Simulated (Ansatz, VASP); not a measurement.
## KTaO3: VASP beside Ansatz

Wanted: the spread between two codes on one cell, functional and k mesh.

Main program and level: Ansatz 0.2.0; plane waves, with VASP 6.6.1 beside it; band structure at HSE06.

## 1. Set-up

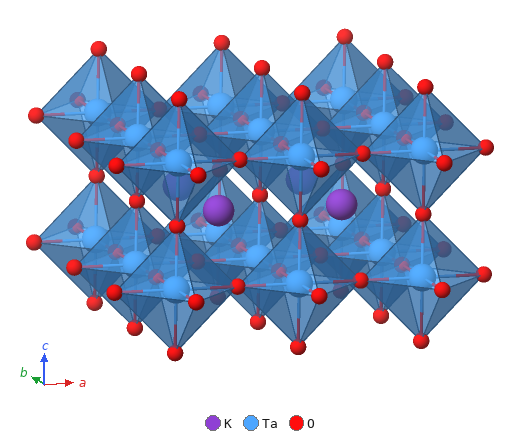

Start, viewed slightly off an axis; potassium purple, tantalum blue, oxygen red. 2×2×1 cells are drawn. Some periodic images of atoms are drawn too.

## 2. VASP: band structure, HSE06

Levels along a path test the potential and the projectors away from the mesh points.

Lines of VASP's logs that name or quote its potential files are left out, and so is its time.

INCAR reads:

```
SYSTEM = KTaO3
PREC = Accurate
ENCUT = 520
EDIFF = 1E-06
NELM = 100
ISMEAR = 0
SIGMA = 0.02
LREAL = .FALSE.
ALGO = Normal
LHFCALC = .TRUE.
AEXX = 0.25
GGA = PE
HFSCREEN = 0.2
LASPH = .TRUE.
NBANDS = 25
PRECFOCK = Fast
LORBIT = 11
LWAVE = .FALSE.
LCHARG = .FALSE.
KPAR = 8
```

POSCAR reads:

```
KTaO3
1.0
    3.9883000000      0.0000000000      0.0000000000
    0.0000000000      3.9883000000      0.0000000000
    0.0000000000      0.0000000000      3.9883000000
K Ta O
1 1 3
Direct
    0.5000000000      0.5000000000      0.5000000000
    0.0000000000      0.0000000000      0.0000000000
    0.5000000000      0.0000000000      0.0000000000
    0.0000000000      0.5000000000      0.0000000000
    0.0000000000      0.0000000000      0.5000000000
```

KPOINTS reads:

```
Automatic mesh
0
Gamma
4 4 4
0 0 0
```

KPOINTS_OPT reads:

```
Line mode
6
Line-mode
Reciprocal
  0.00000000   0.00000000   0.00000000 GAMMA
  0.00000000   0.50000000   0.00000000 X

  0.00000000   0.50000000   0.00000000 X
  0.50000000   0.50000000   0.00000000 M

  0.50000000   0.50000000   0.00000000 M
  0.00000000   0.00000000   0.00000000 GAMMA

  0.00000000   0.00000000   0.00000000 GAMMA
  0.50000000   0.50000000   0.50000000 R

  0.50000000   0.50000000   0.50000000 R
  0.00000000   0.50000000   0.00000000 X

  0.50000000   0.50000000   0.00000000 M
  0.50000000   0.50000000   0.50000000 R
```

The projector-augmented-wave data sets are K_sv, Ta_pv and O (PBE family, release 64).

Run with:

```console
> mpirun -np 8 vasp_std
```

Numbers of over 12 decimals in the logs are rounded to 6 here.

The log of the run:

```text
[banner, memory and clock lines left out]
running    8 mpi-ranks, on    1 nodes
 distrk:  each k-point on    1 cores,    8 groups
 distr:  one band on    1 cores,    1 groups

 POSCAR found type information on POSCAR K TaO
 POSCAR found :  3 types and       5 ions
|                                                                             |
|           W    W    AA    RRRRR   N    N  II  N    N   GGGG   !!!           |
|           W    W   A  A   R    R  NN   N  II  NN   N  G    G  !!!           |
|           W    W  A    A  R    R  N N  N  II  N N  N  G       !!!           |
|           W WW W  AAAAAA  RRRRR   N  N N  II  N  N N  G  GGG   !            |
|           WW  WW  A    A  R   R   N   NN  II  N   NN  G    G                |
|           W    W  A    A  R    R  N    N  II  N    N   GGGG   !!!           |
|                                                                             |
|     For optimal performance we recommend to set                             |
|       NCORE = 2 up to number-of-cores-per-socket                            |
|     NCORE specifies how many cores store one orbital (NPAR=cpu/NCORE).      |
|     This setting can greatly improve the performance of VASP for DFT.       |
|     The default, NCORE=1 might be grossly inefficient on modern             |
|     multi-core architectures or massively parallel machines. Do your        |
|     Unfortunately you need to use the default for GW and RPA                |
|     calculations (for HF NCORE is supported but not extensively tested      |
|     yet).                                                                   |
|                                                                             |

 LDA part: xc-table for (Slater+PW92), standard interpolation
 found WAVECAR, reading the header
 POSCAR, INCAR and KPOINTS ok, starting setup
 FFT: planning ... GRIDC
 FFT: planning ... GRID_SOFT
 FFT: planning ... GRID
 reading WAVECAR
 the WAVECAR file was read successfully
 initial charge from wavefunction
 entering main loop
       N       E                     dE             d eps       ncg     rms          rms(c)
DAV:   1    -0.495033193163E+02   -0.49503E+02   -0.94771E-01   542   0.844E+00    0.289E+00
DAV:   2    -0.494721226586E+02    0.31197E-01   -0.11243E-01   588   0.293E+00    0.145E+00
DAV:   3    -0.494683504170E+02    0.37722E-02   -0.22621E-02   644   0.111E+00    0.746E-01
DAV:   4    -0.494672011433E+02    0.11493E-02   -0.34045E-03   603   0.417E-01    0.413E-01
DAV:   5    -0.494669651808E+02    0.23596E-03   -0.13652E-03   620   0.225E-01    0.238E-01
DAV:   6    -0.494669394504E+02    0.25730E-04   -0.92139E-05   700   0.725E-02    0.136E-01
DAV:   7    -0.494669233626E+02    0.16088E-04   -0.19477E-05   717   0.358E-02    0.779E-02
DAV:   8    -0.494669214580E+02    0.19046E-05   -0.33178E-06   563   0.166E-02    0.463E-02
DAV:   9    -0.494669203107E+02    0.11473E-05   -0.12205E-06   424   0.114E-02    0.277E-02
DAV:  10    -0.494669202945E+02    0.16202E-07   -0.49443E-07   387   0.695E-03
   1 F= -.49466920E+02 E0= -.49466920E+02  d E =-.122340E-33
 Start KPOINTS_OPT (optional k-point list driver)
k-point batch [1-10\36]
       N       E                     dE             ncg
DAV:   1    -0.577123932066E+03   -0.69585E+04      500
DAV:   2    -0.433196250723E+04   -0.37548E+04      581
DAV:   3    -0.466833734341E+04   -0.33637E+03      737
DAV:   4    -0.468264852682E+04   -0.14311E+02      768
DAV:   5    -0.468300037652E+04   -0.35185E+00      720
DAV:   6    -0.468300953923E+04   -0.91627E-02      720
DAV:   7    -0.468300980951E+04   -0.27028E-03      728
DAV:   8    -0.468300981555E+04   -0.60479E-05      632
DAV:   9    -0.468300981574E+04   -0.19066E-06      512
[...]
k-point batch [31-36\36]
       N       E                     dE             ncg
DAV:   1     0.426829367145E+04   -0.85460E+04      300
DAV:   2     0.197206102803E+04   -0.22962E+04      343
DAV:   3     0.177911520262E+04   -0.19295E+03      472
DAV:   4     0.177326991169E+04   -0.58453E+01      413
DAV:   5     0.177313631725E+04   -0.13359E+00      463
DAV:   6     0.177313365914E+04   -0.26581E-02      382
DAV:   7     0.177313359971E+04   -0.59428E-04      464
DAV:   8     0.177313359796E+04   -0.17534E-05      359
DAV:   9     0.177313359791E+04   -0.47570E-07      272
```

OUTCAR, selected parts (step 2):

```text
ion  position               nearest neighbor table
   1  0.500  0.500  0.500-   3 2.82   4 2.82   5 2.82   3 2.82   4 2.82   3 2.82   5 2.82   3 2.82
                             4 2.82   5 2.82   4 2.82   5 2.82   2 3.45   2 3.45   2 3.45   2 3.45
   2  0.000  0.000  0.000-   3 1.99   4 1.99   5 1.99   5 1.99   4 1.99   3 1.99   1 3.45   1 3.45
                             1 3.45   1 3.45   1 3.45   1 3.45   1 3.45   1 3.45
   3  0.500  0.000  0.000-   2 1.99   2 1.99   1 2.82   1 2.82   1 2.82   1 2.82
   4  0.000  0.500  0.000-   2 1.99   2 1.99   1 2.82   1 2.82   1 2.82   1 2.82
   5  0.000  0.000  0.500-   2 1.99   2 1.99   1 2.82   1 2.82   1 2.82   1 2.82

  LATTYP: Found a simple cubic cell.
 ALAT       =     3.9883000000

 Subroutine GETGRP returns: Found 48 space group operations
 (whereof 48 operations were pure point group operations)

The static configuration has the point symmetry O_h .

 Found     10 irreducible k-points:

   k-points           NKPTS =     10   k-points in BZ     NKDIM =     64   number of bands    NBANDS=     25

   dimension x,y,z NGX =    30 NGY =   30 NGZ =   30
   dimension x,y,z NGXF=    60 NGYF=   60 NGZF=   60

   ENCUT  =  520.0 eV  38.22 Ry    6.18 a.u.   7.42  7.42  7.42*2*pi/ulx,y,z

   NELECT =      38.0000    total number of electrons

 k-points in reciprocal lattice and weights: Automatic mesh
   0.00000000  0.00000000  0.00000000       0.016
   0.25000000  0.00000000  0.00000000       0.094
   0.50000000  0.00000000  0.00000000       0.047
   0.25000000  0.25000000  0.00000000       0.188
   0.50000000  0.25000000  0.00000000       0.188
   0.50000000  0.50000000  0.00000000       0.047
   0.25000000  0.25000000  0.25000000       0.125
   0.50000000  0.25000000  0.25000000       0.188
   0.50000000  0.50000000  0.25000000       0.094
   0.50000000  0.50000000  0.50000000       0.016

  exchange ACFDT corr.  =         0.00000000  see jH, gK, PRB 81, 115126

 average (electrostatic) potential at core
       1 -27.8641       2 -36.5002       3 -65.6085       4 -65.6085       5 -65.6085

 E-fermi :   0.8572

 k-point     1 :       0.0000    0.0000    0.0000
  band No.  band energies     occupation
    ...
     15      -0.4455      2.00000
     16      -0.4455      2.00000
     17       0.0362      2.00000
     18       0.0362      2.00000
     19       0.0362      2.00000
     20       4.1952      0.00000
     21       4.1952      0.00000
     22       4.1952      0.00000
     23       8.9343      0.00000
     24       8.9343      0.00000
    ...

 k-point     2 :       0.2500    0.0000    0.0000
  band No.  band energies     occupation
    ...
     15      -1.1965      2.00000
     16      -1.0913      2.00000
     17      -0.6882      2.00000
     18      -0.1388      2.00000
     19      -0.1388      2.00000
     20       4.2753      0.00000
     21       5.7675      0.00000
     22       5.7675      0.00000
     23       8.9536      0.00000
     24       9.8321      0.00000
    ...

 k-point     3 :       0.5000    0.0000    0.0000
  band No.  band energies     occupation
    ...
     15      -1.8552      2.00000
     16      -1.5998      2.00000
     17      -0.9143      2.00000
     18      -0.2110      2.00000
     19      -0.2110      2.00000
     20       4.3588      0.00000
     21       7.2610      0.00000
     22       7.2610      0.00000
     23       8.9686      0.00000
     24      10.8763      0.00000
    ...

  energy-cutoff  :      520.00
  volume of cell :       63.44
      direct lattice vectors                 reciprocal lattice vectors
     3.988300000  0.000000000  0.000000000     0.250733395  0.000000000  0.000000000
     0.000000000  3.988300000  0.000000000     0.000000000  0.250733395  0.000000000
     0.000000000  0.000000000  3.988300000     0.000000000  0.000000000  0.250733395

 POSITION                                       TOTAL-FORCE (eV/Angst)
 -----------------------------------------------------------------------------------
      1.99415      1.99415      1.99415         0.000000      0.000000      0.000000
      0.00000      0.00000      0.00000         0.000000      0.000000      0.000000
      1.99415      0.00000      0.00000         0.000000      0.000000      0.000000
      0.00000      1.99415      0.00000         0.000000      0.000000      0.000000
      0.00000      0.00000      1.99415         0.000000      0.000000      0.000000
 -----------------------------------------------------------------------------------
    total drift:                                0.000000     -0.000000     -0.000001

  FREE ENERGIE OF THE ION-ELECTRON SYSTEM (eV)
  ---------------------------------------------------
  free  energy   TOTEN  =       -49.4669202945 eV

  energy  without entropy=      -49.4669202945  energy(sigma->0) =      -49.46692029

 total charge
# of ion       s       p       d       tot
------------------------------------------
    1        1.962   5.651   0.039   7.652
    2        0.350   6.376   1.929   8.654
    3        1.566   3.557   0.000   5.123
    4        1.566   3.557   0.000   5.123
    5        1.566   3.557   0.000   5.123
--------------------------------------------------
tot          7.010  22.697   1.967  31.674

[... 3 further parts left out ...]
```

[end of part 1 of 2]

[Lines on the potential files, build, host, timing and source positions are cut from VASP's logs without a mark.]

[Logs are printed without paths, hosts, clocks, repeated set-up lines and the standing remarks that a program may print on its own settings, such as how far it seeks lower states.]

[Hosts, paths, dates, database ids (printed as entryN), source tags and the programs' standing remarks are cut or masked in the printed files.]
